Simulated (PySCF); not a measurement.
**C₃H₇FOSi: core-level calculation**

System: C₃H₇FOSi, SMILES C=C(CF)O[SiH3].
Method: delta-SCF UKS SCAN, def2-TZVP on the ionised atom, pcseg-1 elsewhere, spin-free X2C (PySCF 2.14.0).

Figures and captions count atoms from 1; the log counts them from 0 in places.

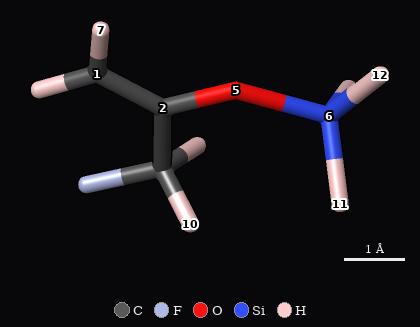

Figure 1. The input geometry (stick view, seen at a tilt; atoms are numbered from 1 in the order of the input). Bond lengths as drawn: C–C 1.33 to 1.50 Å, C–F 1.36 Å, C–H 1.09 to 1.11 Å, C–O 1.35 Å, H–Si 1.48 to 1.49 Å and O–Si 1.67 Å.

Summary

- outcome: converged
- hardware: 1 CPU thread, shared host
- wall time: 85 s
- peak memory: 0.56 GiB

Notes

The core-hole state is spin-contaminated.

The input
```
{"job": {"kind": "xps", "basis": "def2-TZVP"}, "charge": 0, "multiplicity": 1}
C     -0.702771    -1.954194     0.446245
C     -0.286246    -0.738745     0.093431
C     -0.734049    -0.039386    -1.158809
F     -1.585488    -0.807351    -1.891754
O      0.590714    -0.038401     0.852166
Si     1.238597     1.501020     0.788946
H     -0.346319    -2.419548     1.366178
H     -1.403195    -2.485308    -0.196433
H     -1.240846     0.908652    -0.893441
H      0.147942     0.214492    -1.776835
H      1.984687     1.715287    -0.488194
H      2.163528     1.590968     1.947060
H      0.165549     2.535430     0.895995
```

The first line tells a small driver script what to run in PySCF; the rest is the geometry in Å.

Command:
```bash
OMP_NUM_THREADS=1 python <driver script> task.json out
```

Output
```
ground state, core basis on atom 0 (C), 140 functions
  cycle   1  E = -583.53877724  |g| = 7.24e-01
  cycle   2  E = -583.31869006  |g| = 1.27e+00
  cycle   3  E = -583.63812784  |g| = 1.24e-01
  cycle   4  E = -583.64077699  |g| = 6.02e-02
  cycle   5  E = -583.64145675  |g| = 2.36e-02
  cycle   6  E = -583.64157961  |g| = 9.50e-03
  cycle   7  E = -583.64160286  |g| = 1.66e-03
  cycle   8  E = -583.64160219  |g| = 7.62e-04
  cycle   9  E = -583.64160272  |g| = 2.01e-04
  E(ground) = -583.67852179 Eh
hole in C 1s of atom 0
  cycle   1  E = -572.41545600  |g| = 1.47e+00
[... 10 cycles left out ...]
  E(ion) = -573.01410717 Eh   <S^2> = 0.7782   hole on atom = 1.000   binding energy = 290.194 eV
ground state, core basis on atom 1 (C), 140 functions
[... 6 cycles left out ...]
  E(ground) = -583.68205551 Eh
hole in C 1s of atom 1
[... 13 cycles left out ...]
  E(ion) = -572.92209259 Eh   <S^2> = 0.8502   hole on atom = 1.000   binding energy = 292.794 eV
ground state, core basis on atom 2 (C), 140 functions
[... 6 cycles left out ...]
  E(ground) = -583.68049445 Eh
hole in C 1s of atom 2
[... 14 cycles left out ...]
  E(ion) = -572.87880363 Eh   <S^2> = 0.7733   hole on atom = 1.000   binding energy = 293.929 eV
ground state, core basis on atom 3 (F), 140 functions
[... 6 cycles left out ...]
  E(ground) = -583.71799470 Eh
hole in F 1s of atom 3
[... 10 cycles left out ...]
  E(ion) = -558.22696684 Eh   <S^2> = 0.7561   hole on atom = 1.000   binding energy = 693.646 eV
ground state, core basis on atom 4 (O), 140 functions
[... 7 cycles left out ...]
  E(ground) = -583.70380791 Eh
hole in O 1s of atom 4
[... 13 cycles left out ...]
  E(ion) = -563.87962697 Eh   <S^2> = 0.7641   hole on atom = 1.000   binding energy = 539.443 eV
ground state, core basis on atom 5 (Si), 142 functions
[... 6 cycles left out ...]
  E(ground) = -583.66631321 Eh
hole in Si 1s of atom 5
[... 12 cycles left out ...]
  E(ion) = -515.61584134 Eh   <S^2> = 0.7520   hole on atom = 1.000   binding energy = 1851.748 eV
hole in Si 2p of atom 5
  cycle   1  E = -579.36090186  |g| = 1.18e+00
  cycle   2  E = -578.03741790  |g| = 1.47e+00
  cycle   3  E = -579.29770710  |g| = 7.89e-01
  cycle   4  E = -579.63775142  |g| = 2.24e-01
  cycle   5  E = -579.64270271  |g| = 2.50e-01
  cycle   6  E = -579.66939154  |g| = 4.77e-02
  cycle   7  E = -579.67045270  |g| = 1.95e-02
  cycle   8  E = -579.67058806  |g| = 8.80e-03
  cycle   9  E = -579.67062068  |g| = 1.90e-03
  cycle  10  E = -579.67062129  |g| = 4.85e-04
  E(ion) = -579.67897613 Eh   <S^2> = 0.7512   hole on atom = 1.003   binding energy = 108.501 eV
  2p3/2 = 108.245 eV   2p1/2 = 108.859 eV
```

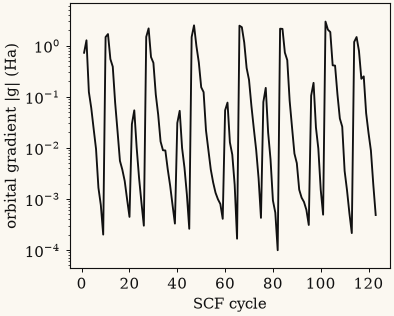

Figure 2. Convergence of the self-consistent field: orbital gradient |g| against the SCF cycle. All cycles printed in the log are drawn one after another.

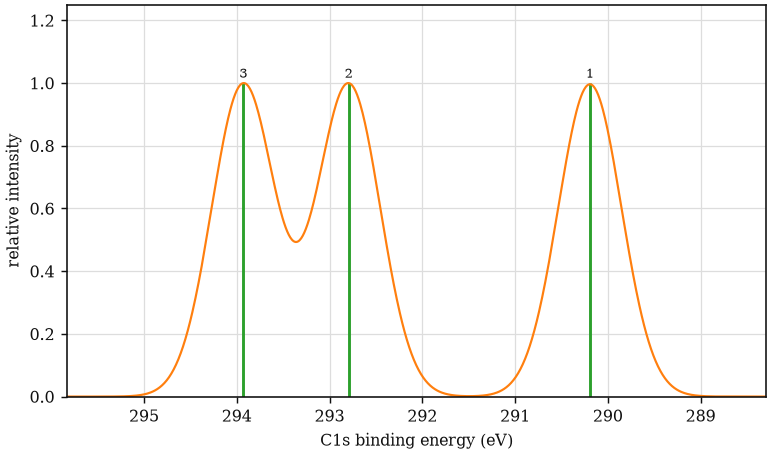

Figure 3. C1s binding energies by ΔSCF of the atoms computed, labelled by atom number, with a Gaussian envelope of 0.8 eV full width. They run from 290.19 eV (atom 1) to 293.93 eV (atom 3).
